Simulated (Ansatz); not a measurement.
Start from Eu in the bcc (W type) structure (space group Im-3m, No. 229; a = 4.233 Å; ferromagnetic).

Structures relaxed with plane-wave PAW DFT at the PBEsol level (Ansatz, an electronic-structure program, 420 eV), scalar-relativistic without spin-orbit coupling, earlier PAW set.

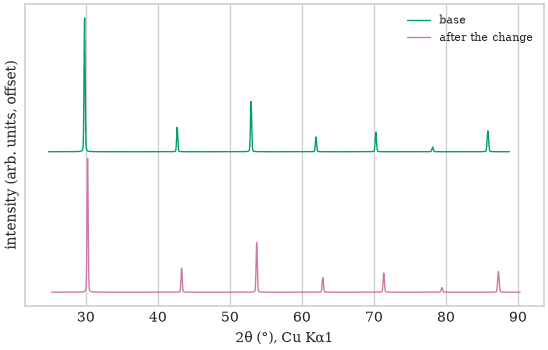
Figure. Simulated powder patterns before (top) and after one change

Problem. Which change produced these results?
(A) pressure −2 GPa
(B) pressure 7.5 GPa
(C) pressure 3 GPa
(D) pressure 0.7 GPa

Solution. D, pressure 0.7 GPa. Its volume per atom is 36.41 Å³ against 37.92 Å³, and its space group is Im-3m (No. 229).

The magnetic state is the one reached from the starting moments; the real material's order can differ, and small cells can't hold many antiferromagnetic ones. The state of the 4f shell was not checked for lower solutions. Load acts through the strain it causes; cell and atoms are relaxed under it. Stability against distortions was not tested. No other phases were tried under pressure.
